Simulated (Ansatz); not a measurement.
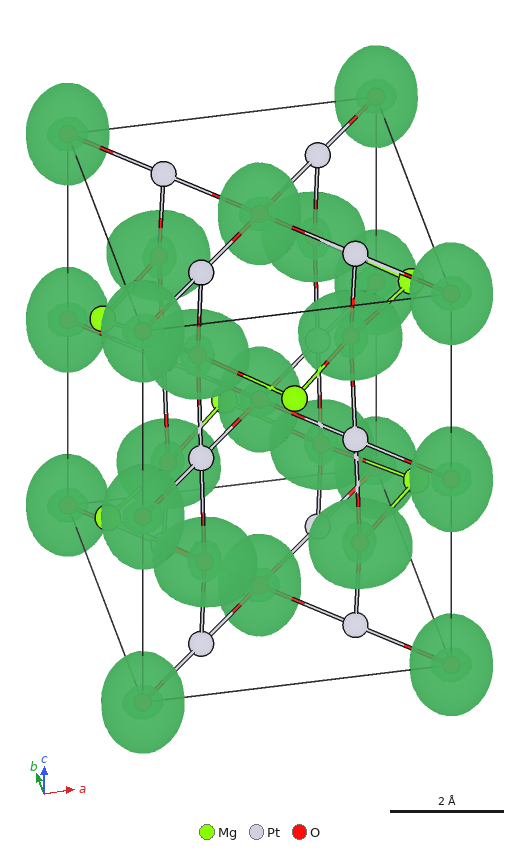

Figure 1: MgPt$_{2}$O$_{3}$. Isosurface of the ELF at 0.65 (green), seen at an oblique angle. Only the valence region is drawn (cores and ρ < 0.01 e/Å³ removed). Sticks mark near contacts.

Space group Cmcm; a structure from a database of computed crystals, not necessarily the ambient phase; started from the CeAl2Cu3-65 prototype, which need not be the ambient phase; changed on purpose from its base cell (shaken).

Method: DFT, PBEsol, plane waves, PAW (Ansatz 0.2.0).

Input file:

```
crystal:
  lattice:
    - [2.6811990179, -3.9224020028, -0.0380139169]
    - [2.524393238, 3.8165635861, 0.0405686805]
    - [0.0036158995, 0.0750711866, 7.3317789643]
  atoms:
    - { symbol: Mg, position: [0.5067556107, 0.5256765011, 0.0398908304] }
    - { symbol: Pt, position: [0.0293451748, 0.4810890271, 0.2667369875] }
    - { symbol: Pt, position: [0.5177587082, 0.0333372417, 0.253035232] }
    - { symbol: O, position: [0.2318696868, 0.7369213268, -0.0008016296] }
    - { symbol: O, position: [0.7291680448, 0.217276194, -0.0099912825] }
    - { symbol: O, position: [-0.0043427301, 0.0623859109, 0.2708609072] }
    - { symbol: Mg, position: [0.5131704328, 0.4709107146, 0.446689986] }
    - { symbol: Pt, position: [-0.0423129356, 0.4511570648, 0.7265541349] }
    - { symbol: Pt, position: [0.4907730767, 0.0614659663, 0.7725987277] }
    - { symbol: O, position: [0.2859420519, 0.8199302978, 0.4972742571] }
    - { symbol: O, position: [0.7361562234, 0.2650732768, 0.5134595621] }
    - { symbol: O, position: [-0.0013189715, -0.0651293054, 0.743404244] }
kpoints:
  mp_grid: { grid: [4, 4, 2] }
hamiltonian:
  xc: pbesol
scf:
  occupations: { method: fermi_dirac, width: 0.05 }
relax:
  f_tol: 0.01
  cell: {}
  max_steps: 120
output:
  write_density: true
  write_potential: true
  elf: true
  volumetric_format: npy
```

Below, planes, directions and counts refer to the conventional cell (a = 5.60 Å, b = 6.33 Å, c = 7.98 Å, α = 90.00°, β = 90.00°, γ = 90.00°).

The fields are those of the relaxed geometry.

What do the ELF domains correspond to?

Answer. At this value the surface marks out twelve regions wrapped around O (the valence shell of each), counted in one cell of 24 atoms. Regions shared between cells count once. Profiles from the grid: Pt–O (2.02 Å): the ELF peaks at about 0.75 in the valence shell of O, 0.6 Å from its nucleus, and is about 0.20 at the midpoint. Mg–O (2.03 Å): the ELF peaks at about 0.85 in the valence shell of O, 0.7 Å from its nucleus, and is about 0.35 at the midpoint; a closed-shell, largely ionic contact.
